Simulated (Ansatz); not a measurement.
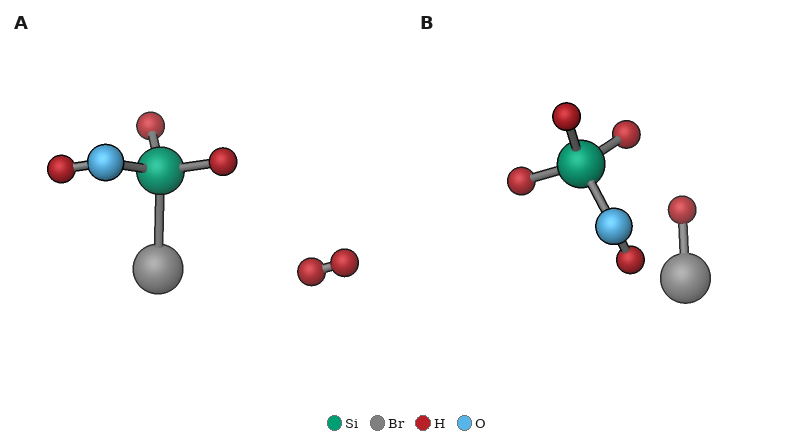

2 stationary structures of one formula. Geometries: PBE0-D4/def2-TZVP. Electronic energies: CCSD(T)/CBS (MP2 limit from def2-TZVPP and def2-QZVPP plus CCSD(T) − MP2) (Ansatz 0.2.0), without zero-point energy. Each is one conformer, not always the lowest.

> Which structure is the most stable?

A is lowest (C1, a minimum); B lies 18.9 kcal/mol above it (C1, a minimum).
